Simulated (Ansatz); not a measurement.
H5N2Si (SMILES [NH][SiH2]N) (doublet)

The calculation's input:

```
crystal:
  periodic: [false, false, false]
  atoms:
    - { symbol: "N", position_ang: [-1.2065, 0.0959, 0.4554] }
    - { symbol: Si, position_ang: [0.2721, 0.4857, -0.3066] }
    - { symbol: "N", position_ang: [0.8123, -1.0661, 0.0423] }
    - { symbol: H, position_ang: [-1.7605, 0.9927, 0.3539] }
    - { symbol: H, position_ang: [0.1436, 0.6515, -1.7822] }
    - { symbol: H, position_ang: [1.035, 1.5168, 0.4503] }
    - { symbol: H, position_ang: [0.6692, -1.1133, 1.0576] }
    - { symbol: H, position_ang: [0.127, -1.6204, -0.3264] }
magnetization:
  spin_polarized: true
  initial_magnetization: 1
basis:
  gaussian: { orbitals: "6-31G*" }
hamiltonian:
  xc: pbe0
relax:
  f_tol: 0.015
  max_steps: 40
output:
  orbitals: {}
```

Run with:

```sh
ansatz run input.yaml --threads 1 --pin off --max-ram 2048MiB --backend cpu --events-out ev --progress --plain --runs-dir out
```

The fields are those of the relaxed geometry.

All numbers below come from Ansatz, UKS PBE0/6-31G*.

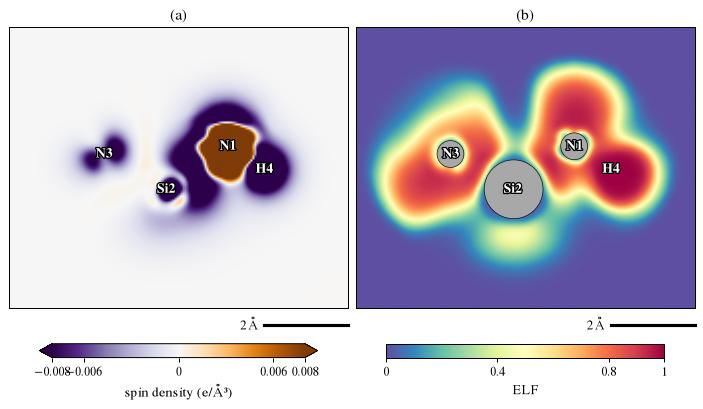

Figure 1. (a) spin density; (b) ELF on the plane of atoms N1, Si2 and N3. Grey discs cover the atomic cores in the ELF map.

> What do the fields say about this system?

Atoms in the plane: N, Si and H. Si–N (1.72 Å): the ELF peaks at about 0.90 between the atoms, as expected for a shared but strongly polarised pair. N–H (1.03 Å): the ELF climbs to about 1 towards the hydrogen, as it does in any bond to H: an ordinary covalent bond to hydrogen. Si–N (1.77 Å): the ELF peaks at about 0.95 between the atoms, as expected for a shared but strongly polarised pair. The ELF also peaks beside N3 and N1, away from the bonds: non-bonding electrons, paired or unpaired. The unpaired spin (1 electron) lies mostly on N1 (about 0.8) and Si2 (about 0.1), in electrons by Hirshfeld's partition.

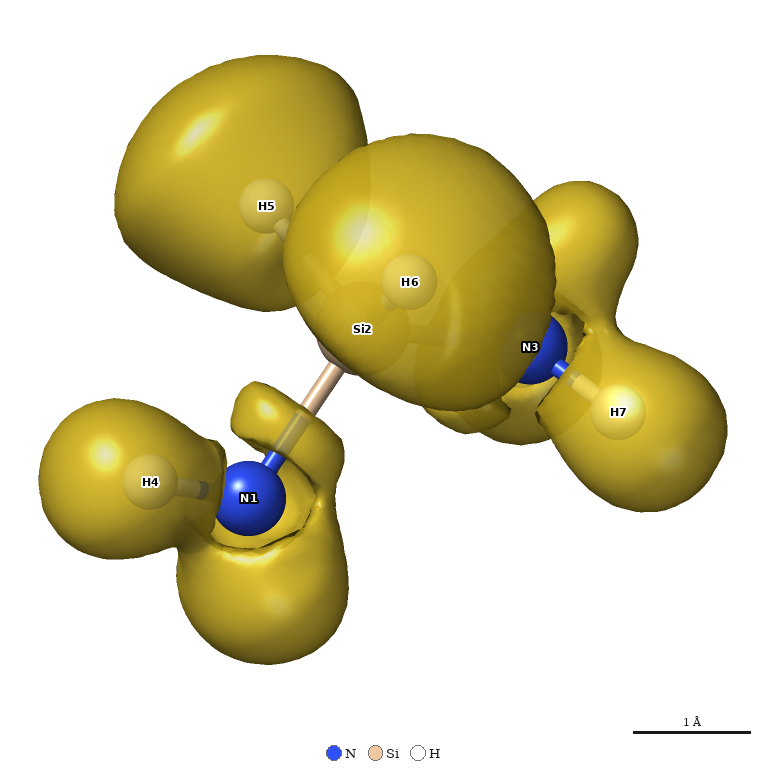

Figure 2. Isosurface of the ELF at 0.8 (yellow), seen at a tilt. Core shells and regions of very low density are left out.

> Where are the electrons localised?

The ELF exceeds this value in two regions around hydrogen nuclei and two joined regions spread over several atoms (H, N), in which their bonds and any lone pairs are merged. Along the contacts the grid gives the following. N–H (1.01 Å): the ELF climbs to about 1 towards the hydrogen (a covalent bond by its length).

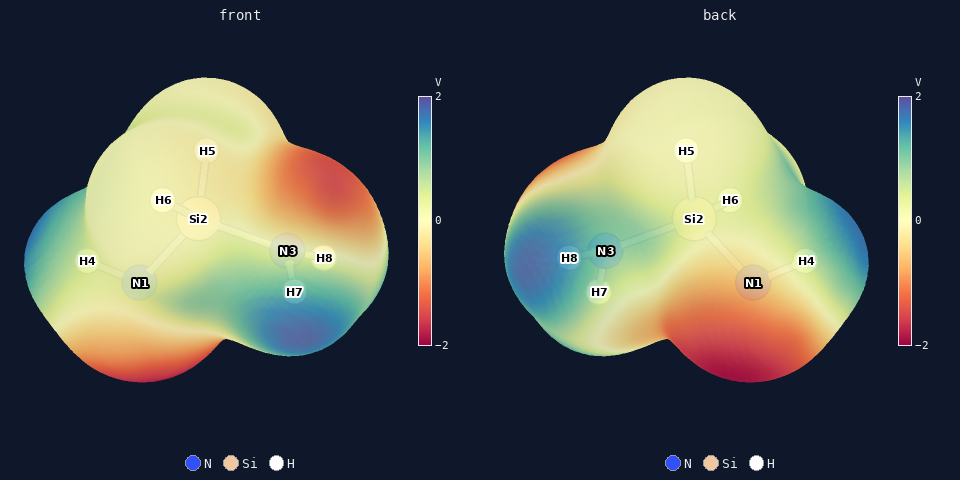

Figure 3. The electrostatic potential painted on the density surface at 0.002 e/bohr³, seen from the front and from behind; red is negative and blue positive.

> Describe the electrostatic potential map.

The most negative region (about −1.9 V) lies over N1, the most positive (about +1.8 V) over H7 and H8. N1 is the likeliest acceptor of a hydrogen bond.
